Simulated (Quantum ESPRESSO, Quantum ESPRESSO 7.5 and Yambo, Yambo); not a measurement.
# Quasiparticle gap of KCl (Sylvite) in Yambo

How does a plane-wave GW calculation on KCl (Sylvite) run from the first input to the gap?

Method: PBE and many-body steps on it, plane waves, in Quantum ESPRESSO 7.5 and Yambo 5.3.0.

## 1. Set-up

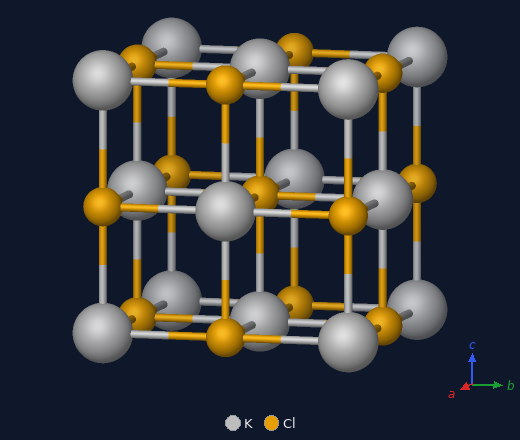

The cell as given, slightly off an axis (potassium light grey, chlorine orange). This picture shows the conventional cell, with its axes. Some periodic images of atoms are drawn too.

The cell and positions come from the Crystallography Open Database and are kept as given unless a step says otherwise.

## 2. Ground state

This step: Quantum ESPRESSO 7.5; DFT, PBE, plane waves, norm-conserving pseudopotentials.

The ground-state density comes first.

Contents of pw.in:

```
&control
  calculation = 'scf'
  prefix = 'x'
  outdir = 'o'
  pseudo_dir = 'pseudo'
/
&system
  ibrav = 0
  nat = 2
  ntyp = 2
  ecutwfc = 66.0
  nbnd = 13
  force_symmorphic = .true.
/
&electrons
  conv_thr = 1e-10
  electron_maxstep = 80
  mixing_beta = 0.5
/
ATOMIC_SPECIES
  K 39.098 K.upf
  Cl 35.45 Cl.upf
CELL_PARAMETERS angstrom
  -0.0000000000 3.1464700000 3.1464700000
  3.1464700000 0.0000000000 3.1464700000
  3.1464700000 3.1464700000 -0.0000000000
ATOMIC_POSITIONS crystal
  K 0.0000000000 0.0000000000 0.0000000000
  Cl 0.5000000000 0.5000000000 0.5000000000
K_POINTS automatic
  6 6 6 0 0 0
```

Command:

```bash
$ OMP_NUM_THREADS=1 mpirun -n 4 pw.x -nk 4 -in pw.in > pw.out
```

Log:

```text
Program PWSCF v.7.5 starts

     This program is part of the open-source Quantum ESPRESSO suite
     for quantum simulation of materials; please cite
         "P. Giannozzi et al., J. Phys.:Condens. Matter 21 395502 (2009);
         "P. Giannozzi et al., J. Phys.:Condens. Matter 29 465901 (2017);
         "P. Giannozzi et al., J. Chem. Phys. 152 154105 (2020);
     in publications or presentations arising from this work. More details at
     Message from routine setup:
     using ibrav=0 with symmetry is DISCOURAGED, use correct ibrav instead

     G-vector sticks info

     bravais-lattice index     =            0
     lattice parameter (alat)  =       8.4089  a.u.
     unit-cell volume          =     420.4336 (a.u.)^3
     number of atoms/cell      =            2
     number of atomic types    =            2
     number of electrons       =        16.00
     number of Kohn-Sham states=           13
     kinetic-energy cutoff     =      66.0000  Ry
     charge density cutoff     =     264.0000  Ry
     scf convergence threshold =      1.0E-10
     mixing beta               =       0.5000
     number of iterations used =            8  plain     mixing
     Exchange-correlation= PBE
                           (   1   4   3   4   0   0   0)

     celldm(1)=   8.408867  celldm(2)=   0.000000  celldm(3)=   0.000000
     celldm(4)=   0.000000  celldm(5)=   0.000000  celldm(6)=   0.000000

     crystal axes: (cart. coord. in units of alat)
               a(1) = (  -0.000000   0.707107   0.707107 )
               a(2) = (   0.707107   0.000000   0.707107 )
               a(3) = (   0.707107   0.707107  -0.000000 )

     reciprocal axes: (cart. coord. in units 2 pi/alat)
               b(1) = ( -0.707107  0.707107  0.707107 )
               b(2) = (  0.707107 -0.707107  0.707107 )
               b(3) = (  0.707107  0.707107 -0.707107 )
     Pseudo is Norm-conserving + core correction, Zval =  9.0
     Generated using ONCVPSP code by D. R. Hamann
     Using radial grid of 2222 points,  6 beta functions with:
     Pseudo is Norm-conserving + core correction, Zval =  7.0
     Generated using ONCVPSP code by D. R. Hamann
     Using radial grid of 1028 points,  6 beta functions with:
     K                 9.00    39.09800     K ( 1.00)
     Cl                7.00    35.45000     Cl( 1.00)

     48 Sym. Ops., with inversion, found

   Cartesian axes

     site n.     atom                  positions (alat units)
         1        K      tau(   1) = (   0.0000000   0.0000000   0.0000000  )
         2        Cl     tau(   2) = (   0.7071068   0.7071068   0.7071068  )

     number of k points=    16
                       cart. coord. in units 2pi/alat
        k(    1) = (   0.0000000   0.0000000   0.0000000), wk =   0.0092593
        k(    2) = (   0.1178511   0.1178511  -0.1178511), wk =   0.0740741
        k(    3) = (   0.2357023   0.2357023  -0.2357023), wk =   0.0740741
        k(    4) = (  -0.3535534  -0.3535534   0.3535534), wk =   0.0370370
        k(    5) = (   0.2357023   0.0000000  -0.0000000), wk =   0.0555556
        k(    6) = (   0.3535534   0.1178511  -0.1178511), wk =   0.2222222
        k(    7) = (  -0.2357023  -0.4714045   0.4714045), wk =   0.2222222
        k(    8) = (  -0.1178511  -0.3535534   0.3535534), wk =   0.2222222
        k(    9) = (   0.0000000  -0.2357023   0.2357023), wk =   0.1111111
        k(   10) = (   0.4714045   0.0000000  -0.0000000), wk =   0.0555556
     [... 4 further rows ...]
        k(   15) = (  -0.1178511  -0.3535534   0.5892557), wk =   0.2222222
        k(   16) = (  -0.7071068   0.2357023   0.0000000), wk =   0.1111111

     Dense  grid:    30467 G-vectors     FFT dimensions: (  45,  45,  45)

     Initial potential from superposition of free atoms

     starting charge      15.9808, renormalised to      16.0000
     Starting wfcs are    9 randomized atomic wfcs +    4 random wfcs

     per-process dynamical memory:    25.5 Mb

     Self-consistent Calculation

     iteration #  1     ecut=    66.00 Ry     beta= 0.50

     Threshold (ethr) on eigenvalues was too large:
     Diagonalizing with lowered threshold

     total energy              =     -93.17952685 Ry
     estimated scf accuracy    <       0.07164138 Ry

     iteration #  2     ecut=    66.00 Ry     beta= 0.50

     total energy              =     -93.19588016 Ry
     estimated scf accuracy    <       0.00383766 Ry

     iteration #  3     ecut=    66.00 Ry     beta= 0.50

     total energy              =     -93.19669968 Ry
     estimated scf accuracy    <       0.00086220 Ry

     iteration #  4     ecut=    66.00 Ry     beta= 0.50

     total energy              =     -93.19679294 Ry
     estimated scf accuracy    <       0.00002084 Ry

     iteration #  5     ecut=    66.00 Ry     beta= 0.50

     total energy              =     -93.19680177 Ry
     estimated scf accuracy    <       0.00000163 Ry

     iteration #  6     ecut=    66.00 Ry     beta= 0.50

     total energy              =     -93.19680250 Ry
     estimated scf accuracy    <       0.00000002 Ry

     iteration #  7     ecut=    66.00 Ry     beta= 0.50

     total energy              =     -93.19680251 Ry
     estimated scf accuracy    <       0.00000002 Ry

     iteration #  8     ecut=    66.00 Ry     beta= 0.50

     total energy              =     -93.19680252 Ry
     estimated scf accuracy    <          2.8E-09 Ry

     iteration #  9     ecut=    66.00 Ry     beta= 0.50

     End of self-consistent calculation

          k = 0.0000 0.0000 0.0000 (  3839 PWs)   bands (ev):

   -26.2911 -11.2133  -9.7514  -9.7514  -9.7514   0.9045   0.9045   0.9045
     6.0940   9.2710   9.2710   9.2711  10.1289

          k = 0.1179 0.1179-0.1179 (  3792 PWs)   bands (ev):

   -26.2884 -11.2646  -9.7537  -9.7537  -9.6867   0.5912   0.8189   0.8189
     6.7284   9.1025   9.6125   9.6126  10.4956

          k = 0.2357 0.2357-0.2357 (  3801 PWs)   bands (ev):

   -26.2831 -11.3567  -9.7583  -9.7583  -9.5673   0.0753   0.6567   0.6567
     7.9537   9.1689  10.5379  10.5379  11.4236

          k =-0.3536-0.3536 0.3536 (  3798 PWs)   bands (ev):

     [... further k-points ...]

     highest occupied, lowest unoccupied level (ev):     0.9045    6.0940

!    total energy              =     -93.19680252 Ry
     estimated scf accuracy    <          2.0E-11 Ry

     The total energy is the sum of the following terms:
     one-electron contribution =     -29.53901942 Ry
     hartree contribution      =      19.88440133 Ry
     xc contribution           =     -21.87530438 Ry
     ewald contribution        =     -61.66688005 Ry

     convergence has been achieved in   9 iterations

     XML data file, charge density, pseudopotentials, collected wavefunctions

=------------------------------------------------------------------------------=
   JOB DONE.
=------------------------------------------------------------------------------=
```

Run time: 5.4 s. Hardware: 4 MPI ranks of Arm Neoverse V1, shared host; peak memory 0.24 GiB.

Numbers from this step:

* total energy: -1268.0071 eV
* gap: 5.190 eV
* k of the valence top: 0, 0, 0
* k of the conduction bottom: 0, 0, 0
* least direct gap: 5.190 eV

The gap is direct, at Γ.

## 3. Bands along the symmetry lines

The cheap functional maps the bands first; the places of the edges decide which points the dearer methods must see.

Contents of pw.in:

```
&control
  calculation = 'bands'
  prefix = 'x'
  outdir = 'o'
  pseudo_dir = 'pseudo'
/
&system
  ibrav = 0
  nat = 2
  ntyp = 2
  ecutwfc = 66.0
  nbnd = 14
  force_symmorphic = .true.
/
&electrons
  conv_thr = 1e-9
  electron_maxstep = 80
  diago_full_acc = .true.
  diago_thr_init = 5e-6
/
ATOMIC_SPECIES
  K 39.098 K.upf
  Cl 35.45 Cl.upf
CELL_PARAMETERS angstrom
  -0.0000000000 3.1464700000 3.1464700000
  3.1464700000 0.0000000000 3.1464700000
  3.1464700000 3.1464700000 -0.0000000000
ATOMIC_POSITIONS crystal
  K 0.0000000000 0.0000000000 0.0000000000
  Cl 0.5000000000 0.5000000000 0.5000000000
K_POINTS crystal
  50
  0.00000000 0.00000000 0.00000000 1
  0.06250000 0.00000000 0.06250000 1
  0.12500000 0.00000000 0.12500000 1
  0.18750000 0.00000000 0.18750000 1
  0.25000000 0.00000000 0.25000000 1
  0.31250000 0.00000000 0.31250000 1
  0.37500000 0.00000000 0.37500000 1
  0.43750000 0.00000000 0.43750000 1
  0.50000000 0.00000000 0.50000000 1
  0.51562500 0.03125000 0.51562500 1
  0.53125000 0.06250000 0.53125000 1
  0.54687500 0.09375000 0.54687500 1
  0.56250000 0.12500000 0.56250000 1
  0.57812500 0.15625000 0.57812500 1
  0.59375000 0.18750000 0.59375000 1
  0.60937500 0.21875000 0.60937500 1
  0.62500000 0.25000000 0.62500000 1
  0.37500000 0.37500000 0.75000000 1
  0.32812500 0.32812500 0.65625000 1
  0.28125000 0.28125000 0.56250000 1
  0.23437500 0.23437500 0.46875000 1
  0.18750000 0.18750000 0.37500000 1
  0.14062500 0.14062500 0.28125000 1
  0.09375000 0.09375000 0.18750000 1
  0.04687500 0.04687500 0.09375000 1
  0.00000000 0.00000000 0.00000000 1
  0.06250000 0.06250000 0.06250000 1
  0.12500000 0.12500000 0.12500000 1
  0.18750000 0.18750000 0.18750000 1
  0.25000000 0.25000000 0.25000000 1
  0.31250000 0.31250000 0.31250000 1
  0.37500000 0.37500000 0.37500000 1
  0.43750000 0.43750000 0.43750000 1
  0.50000000 0.50000000 0.50000000 1
  0.50000000 0.46875000 0.53125000 1
  0.50000000 0.43750000 0.56250000 1
  0.50000000 0.40625000 0.59375000 1
  0.50000000 0.37500000 0.62500000 1
  0.50000000 0.34375000 0.65625000 1
  0.50000000 0.31250000 0.68750000 1
  0.50000000 0.28125000 0.71875000 1
  0.50000000 0.25000000 0.75000000 1
  0.50000000 0.21875000 0.71875000 1
  0.50000000 0.18750000 0.68750000 1
  0.50000000 0.15625000 0.65625000 1
  0.50000000 0.12500000 0.62500000 1
  0.50000000 0.09375000 0.59375000 1
  0.50000000 0.06250000 0.56250000 1
  0.50000000 0.03125000 0.53125000 1
  0.50000000 0.00000000 0.50000000 1
```

Log:

```text
[banner, memory and clock lines left out]
Program PWSCF v.7.5 starts

     Atomic positions and unit cell read from directory:
     o/x.save/

     Message from routine setup:
     using ibrav=0 with symmetry is DISCOURAGED, use correct ibrav instead

     G-vector sticks info

     bravais-lattice index     =            0
     lattice parameter (alat)  =       8.4089  a.u.
     unit-cell volume          =     420.4336 (a.u.)^3
     number of atoms/cell      =            2
     number of atomic types    =            2
     number of electrons       =        16.00
     number of Kohn-Sham states=           14
     kinetic-energy cutoff     =      66.0000  Ry
     charge density cutoff     =     264.0000  Ry
     Exchange-correlation= PBE
                           (   1   4   3   4   0   0   0)

     celldm(1)=   8.408867  celldm(2)=   0.000000  celldm(3)=   0.000000
     celldm(4)=   0.000000  celldm(5)=   0.000000  celldm(6)=   0.000000

     crystal axes: (cart. coord. in units of alat)
               a(1) = (  -0.000000   0.707107   0.707107 )
               a(2) = (   0.707107   0.000000   0.707107 )
               a(3) = (   0.707107   0.707107  -0.000000 )

     reciprocal axes: (cart. coord. in units 2 pi/alat)
               b(1) = ( -0.707107  0.707107  0.707107 )
               b(2) = (  0.707107 -0.707107  0.707107 )
               b(3) = (  0.707107  0.707107 -0.707107 )
     Pseudo is Norm-conserving + core correction, Zval =  9.0
     Generated using ONCVPSP code by D. R. Hamann
     Using radial grid of 2222 points,  6 beta functions with:
     Pseudo is Norm-conserving + core correction, Zval =  7.0
     Generated using ONCVPSP code by D. R. Hamann
     Using radial grid of 1028 points,  6 beta functions with:
     K                 9.00    39.09800     K ( 1.00)
     Cl                7.00    35.45000     Cl( 1.00)

     48 Sym. Ops., with inversion, found

   Cartesian axes

     site n.     atom                  positions (alat units)
         1        K      tau(   1) = (   0.0000000   0.0000000   0.0000000  )
         2        Cl     tau(   2) = (   0.7071068   0.7071068   0.7071068  )

     number of k points=    50
                       cart. coord. in units 2pi/alat
        k(    1) = (   0.0000000   0.0000000   0.0000000), wk =   0.0400000
        k(    2) = (   0.0000000   0.0883883   0.0000000), wk =   0.0400000
        k(    3) = (   0.0000000   0.1767767   0.0000000), wk =   0.0400000
[...]
[... 38 further rows ...]
        k(   49) = (   0.0441942   0.7071068   0.0000000), wk =   0.0400000
        k(   50) = (   0.0000000   0.7071068   0.0000000), wk =   0.0400000

     Dense  grid:    30467 G-vectors     FFT dimensions: (  45,  45,  45)

     The potential is recalculated from file :
     o/x.save/charge-density

     Starting wfcs are    9 randomized atomic wfcs +    5 random wfcs

     Band Structure Calculation

     End of band structure calculation

          k = 0.0000 0.0000 0.0000 (  3839 PWs)   bands (ev):

   -26.2911 -11.2133  -9.7514  -9.7514  -9.7514   0.9045   0.9045   0.9045
     6.0941   9.2710   9.2710   9.2711  10.1289  10.1289

          k = 0.0000 0.0884 0.0000 (  3795 PWs)   bands (ev):

   -26.2906 -11.2235  -9.7534  -9.7534  -9.7355   0.8263   0.8932   0.8932
     6.2225   9.1543   9.3725   9.3725  10.1594  10.2391

          k = 0.0000 0.1768 0.0000 (  3787 PWs)   bands (ev):

   -26.2890 -11.2461  -9.7594  -9.7594  -9.6999   0.6371   0.8624   0.8624
     6.5628   8.8622   9.6694   9.6694  10.2482  10.5484

          k = 0.0000 0.2652-0.0000 (  3799 PWs)   bands (ev):

[...]
k =-0.0000 0.4419 0.0000 (  3816 PWs)   bands (ev):

[...]
k = 0.0000 0.5303-0.0000 (  3812 PWs)   bands (ev):

[...]
k =-0.0000 0.6187 0.0000 (  3824 PWs)   bands (ev):

[...]
k = 0.5303 0.5303-0.0000 (  3811 PWs)   bands (ev):

[...]
k = 0.1326 0.7071-0.0000 (  3822 PWs)   bands (ev):

[...]
k = 0.0884 0.7071-0.0000 (  3826 PWs)   bands (ev):

[...]
k = 0.0442 0.7071 0.0000 (  3828 PWs)   bands (ev):

   -26.2774 -11.1181  -9.8922  -9.8078  -9.8011   0.2520   0.6713   0.6761
     7.4613   9.2775  10.9166  11.1116  11.4678  12.5497

          k = 0.0000 0.7071 0.0000 (  3812 PWs)   bands (ev):

   -26.2774 -11.1141  -9.8930  -9.8069  -9.8069   0.2489   0.6817   0.6817
     7.4343   9.2443  10.9730  11.0895  11.4859  12.5168

     XML data file, pseudopotentials, collected wavefunctions
```

It took 6.8 s on 4 MPI ranks; peak memory 0.22 GiB.

This step gave:

```
gap                        : 5.190 eV
k of the valence top       : 0, 0, 0
k of the conduction bottom : 0, 0, 0
least direct gap           : 5.190 eV
```

The gap is 5.190 eV, as in the run before at this level.

Electronic bands along the path, in eV, zero at the top of the highest filled band; v1 is the highest filled band, c1 the lowest empty one:

| point | v4 | v3 | v2 | v1 | c1 | c2 | c3 | c4 |
| --- | --- | --- | --- | --- | --- | --- | --- | --- |
| Γ | -10.66 | 0.00 | 0.00 | 0.00 | 5.19 | 8.37 | 8.37 | 8.37 |
| X | -10.71 | -0.66 | -0.22 | -0.22 | 6.53 | 8.34 | 10.07 | 10.19 |
| U | -10.60 | -0.56 | -0.55 | -0.29 | 7.27 | 9.07 | 9.30 | 10.07 |
| jump to K | -10.60 | -0.56 | -0.55 | -0.29 | 7.27 | 9.07 | 9.30 | 10.07 |
| Γ | -10.66 | 0.00 | 0.00 | 0.00 | 5.19 | 8.37 | 8.37 | 8.37 |
| L | -10.42 | -1.05 | -0.32 | -0.32 | 7.58 | 8.60 | 10.50 | 10.50 |
| W | -10.57 | -0.49 | -0.47 | -0.47 | 8.03 | 8.03 | 9.44 | 9.85 |
| X | -10.71 | -0.66 | -0.22 | -0.22 | 6.53 | 8.34 | 10.07 | 10.19 |

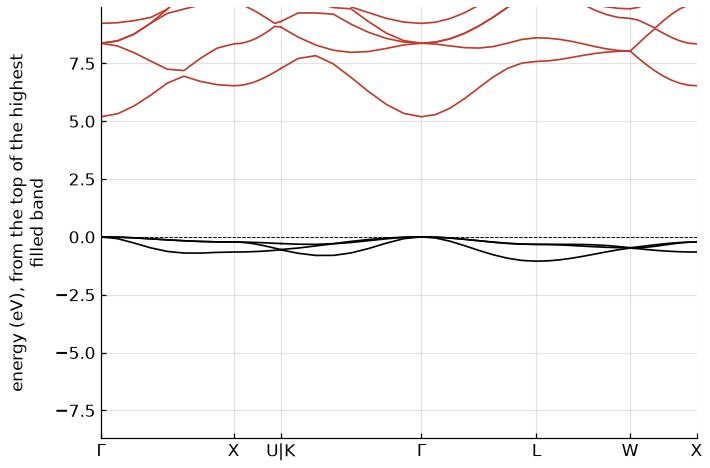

Electronic bands along the path; lines of filled and empty bands in two colours.

## 4. Empty states on the mesh, 4×4×4 mesh, 99 bands

The sums over transitions need many empty states on a uniform mesh; this step solves for them.

Contents of pw.in:

```
&control
  calculation = 'nscf'
  prefix = 'x'
  outdir = 'o'
  pseudo_dir = 'pseudo'
/
&system
  ibrav = 0
  nat = 2
  ntyp = 2
  ecutwfc = 66.0
  nbnd = 99
  force_symmorphic = .true.
/
&electrons
  conv_thr = 1e-9
  electron_maxstep = 80
  diago_full_acc = .true.
  diago_thr_init = 5e-6
/
ATOMIC_SPECIES
  K 39.098 K.upf
  Cl 35.45 Cl.upf
CELL_PARAMETERS angstrom
  -0.0000000000 3.1464700000 3.1464700000
  3.1464700000 0.0000000000 3.1464700000
  3.1464700000 3.1464700000 -0.0000000000
ATOMIC_POSITIONS crystal
  K 0.0000000000 0.0000000000 0.0000000000
  Cl 0.5000000000 0.5000000000 0.5000000000
K_POINTS automatic
  4 4 4 0 0 0
```

Log:

```text
[banner, memory and clock lines left out]
Program PWSCF v.7.5 starts

     Atomic positions and unit cell read from directory:
     o/x.save/

     Message from routine setup:
     using ibrav=0 with symmetry is DISCOURAGED, use correct ibrav instead

     G-vector sticks info

     bravais-lattice index     =            0
     lattice parameter (alat)  =       8.4089  a.u.
     unit-cell volume          =     420.4336 (a.u.)^3
     number of atoms/cell      =            2
     number of atomic types    =            2
     number of electrons       =        16.00
     number of Kohn-Sham states=           99
     kinetic-energy cutoff     =      66.0000  Ry
     charge density cutoff     =     264.0000  Ry
     Exchange-correlation= PBE
                           (   1   4   3   4   0   0   0)

     celldm(1)=   8.408867  celldm(2)=   0.000000  celldm(3)=   0.000000
     celldm(4)=   0.000000  celldm(5)=   0.000000  celldm(6)=   0.000000

     crystal axes: (cart. coord. in units of alat)
               a(1) = (  -0.000000   0.707107   0.707107 )
               a(2) = (   0.707107   0.000000   0.707107 )
               a(3) = (   0.707107   0.707107  -0.000000 )

     reciprocal axes: (cart. coord. in units 2 pi/alat)
               b(1) = ( -0.707107  0.707107  0.707107 )
               b(2) = (  0.707107 -0.707107  0.707107 )
               b(3) = (  0.707107  0.707107 -0.707107 )
     Pseudo is Norm-conserving + core correction, Zval =  9.0
     Generated using ONCVPSP code by D. R. Hamann
     Using radial grid of 2222 points,  6 beta functions with:
     Pseudo is Norm-conserving + core correction, Zval =  7.0
     Generated using ONCVPSP code by D. R. Hamann
     Using radial grid of 1028 points,  6 beta functions with:
     K                 9.00    39.09800     K ( 1.00)
     Cl                7.00    35.45000     Cl( 1.00)

     48 Sym. Ops., with inversion, found

   Cartesian axes

     site n.     atom                  positions (alat units)
         1        K      tau(   1) = (   0.0000000   0.0000000   0.0000000  )
         2        Cl     tau(   2) = (   0.7071068   0.7071068   0.7071068  )

     number of k points=     8
                       cart. coord. in units 2pi/alat
        k(    1) = (   0.0000000   0.0000000   0.0000000), wk =   0.0312500
        k(    2) = (   0.1767767   0.1767767  -0.1767767), wk =   0.2500000
        k(    3) = (  -0.3535534  -0.3535534   0.3535534), wk =   0.1250000
[...]
k(    7) = (  -0.7071068   0.0000000   0.0000000), wk =   0.0937500
        k(    8) = (  -0.7071068   0.3535534   0.0000000), wk =   0.1875000

     Dense  grid:    30467 G-vectors     FFT dimensions: (  45,  45,  45)

     The potential is recalculated from file :
     o/x.save/charge-density

     Starting wfcs are    9 randomized atomic wfcs +   90 random wfcs

     Band Structure Calculation

     End of band structure calculation

          k = 0.0000 0.0000 0.0000 (  3839 PWs)   bands (ev):

   -26.2911 -11.2133  -9.7514  -9.7514  -9.7514   0.9045   0.9045   0.9045
     6.0941   9.2710   9.2710   9.2710  10.1289  10.1289  13.8753  16.8967
    16.8967  16.8967  18.8618  18.8618  18.8618  19.1841  19.1841  22.6007
[...]
71.8328  71.8329  72.4225

          k = 0.1768 0.1768-0.1768 (  3807 PWs)   bands (ev):

[...]
71.5309  71.5309  72.8233

          k =-0.3536-0.3536 0.3536 (  3798 PWs)   bands (ev):

[...]
61.0528  61.4842  62.4669  62.4669  62.6585  62.6585  64.0585  64.0585
    64.0831  64.0831  65.1771  66.5314  67.2385  67.5687  70.4647  71.0534
    71.0534  71.0958  71.9607

          k = 0.3536 0.0000 0.0000 (  3831 PWs)   bands (ev):

     [... further k-points ...]

     highest occupied, lowest unoccupied level (ev):     0.9045    6.0941

     XML data file, pseudopotentials, collected wavefunctions
```

The job ended after 7 s (4 MPI ranks; peak memory 0.33 GiB; 28 s of CPU time).

Numbers from this step:

```yaml
gap: 5.190 eV
k_of_the_valence_top: 0, 0, 0
k_of_the_conduction_bottom: 0, 0, 0
least_direct_gap: 5.190 eV
k_points_computed: 8
lowest_point_of_the_top_converged_band_above_the_valence_top: 69.7610 eV
```

On this mesh the gap is 5.190 eV.

[end of part 1 of 2]

[Paths, hosts, dates, memory and timing lines, banners, echoed tables and standing remarks are left out of the program output.]

[Logs are printed without paths, hosts, clocks, repeated set-up lines and the standing remarks that a program may print on its own settings, such as how far it seeks lower states.]

[Runs of the session that timed out or met a known fault of the program may be left out.]

[Hosts, paths, dates, database ids (printed as entryN), source tags and the programs' standing remarks are cut or masked in the printed files.]
